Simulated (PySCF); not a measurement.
**KC (quartet): density, localisation and related maps**

```yaml
atoms:
  - { symbol: K, position_ang: [0.0000, 0.0000, -0.5929] }
  - { symbol: C, position_ang: [0.0000, 0.0000, 1.9251] }
```

Method: PBE0/6-311G(d,p), non-relativistic, at a bond length of 2.518 Å in PySCF 2.14.0.

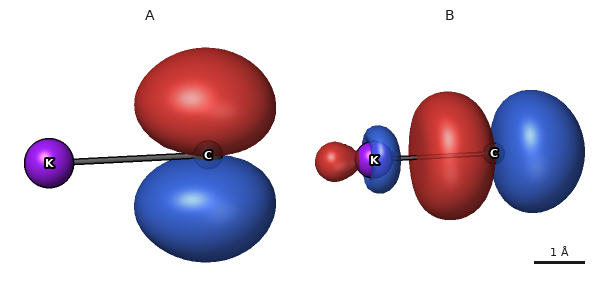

Figure 1. Two frontier α-spin orbitals, each drawn at the value that holds 80 % of its norm (blue and red are the two phases), in no order; of a degenerate pair one member is drawn.

### Name the orbitals and rank them from lowest to highest energy.

Orbital B: σ, occupied in this spin, −4.09 eV; mainly on C (85 %).
Orbital A: π, occupied in this spin, −3.98 eV; mainly on C (90 %).

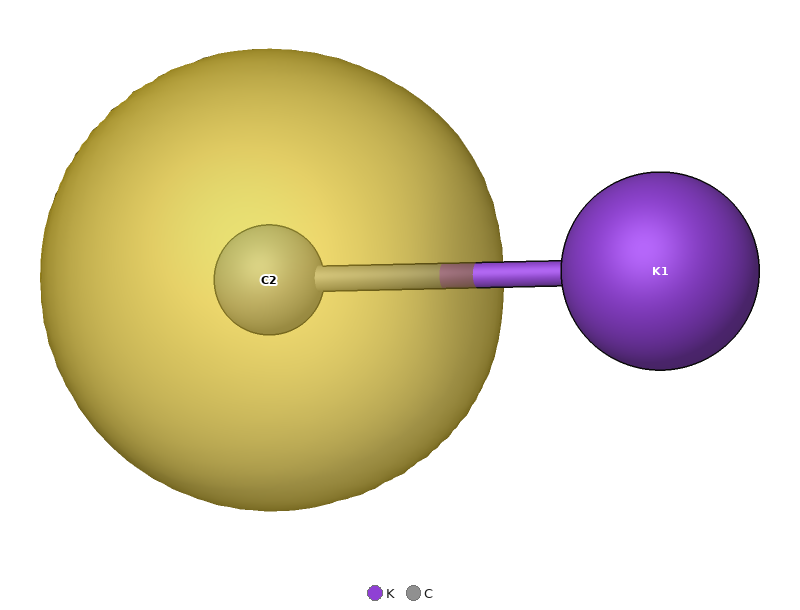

Figure 2. Isosurfaces of the spin density (α minus β) at +0.05 (yellow) and −0.05 e/Å³ (cyan), seen from one side.

### Describe the spin distribution.

The unpaired spin (3 electrons) lies mostly on C2 (about 2.7) and K1 (about 0.3), in electrons by Hirshfeld's partition. Only one sign reaches the isovalue.

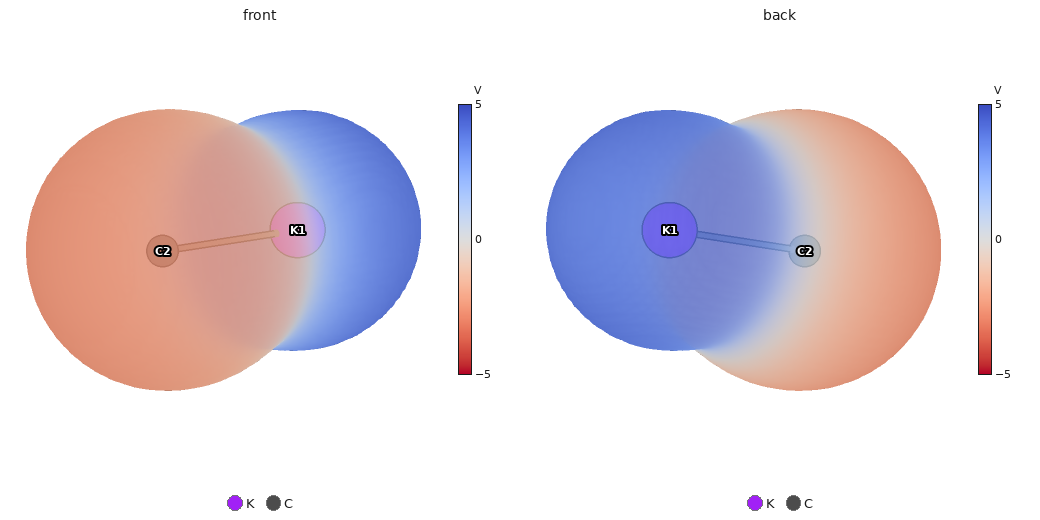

Figure 3. The electrostatic potential painted on the density surface at 0.002 e/bohr³, seen from the front and from behind; red is negative and blue positive.

### Describe the electrostatic potential map.

The most negative region (about −2.6 V) lies over C2, the most positive (about +3.9 V) over K1.

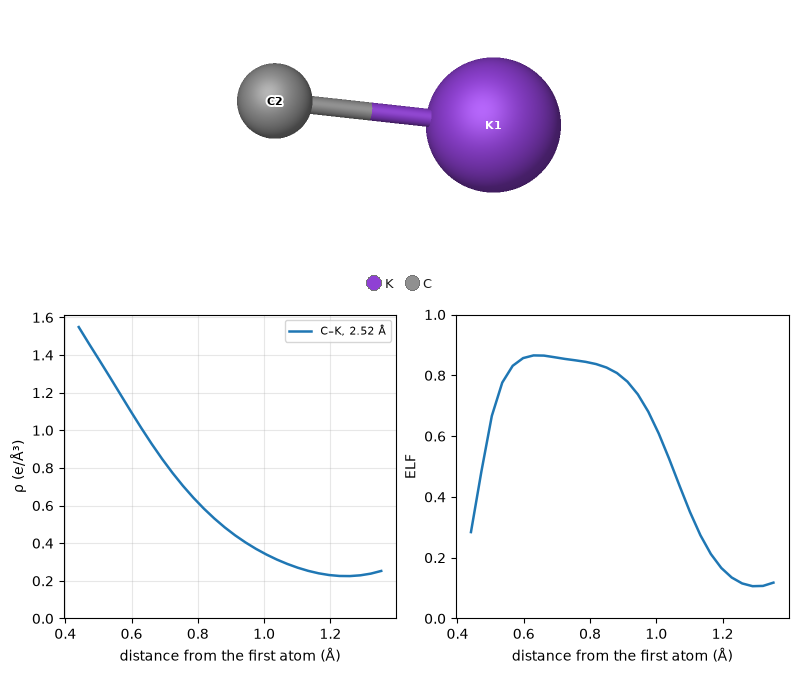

Figure 4. Electron density and electron localisation function along straight lines between neighbouring atoms. The curves leave out the atomic cores. The structure is drawn too.

### What can be read from the curves?

C–K (2.52 Å): ρ is about 0.23 e/Å³ halfway; the ELF is about 0.10 at the midpoint.
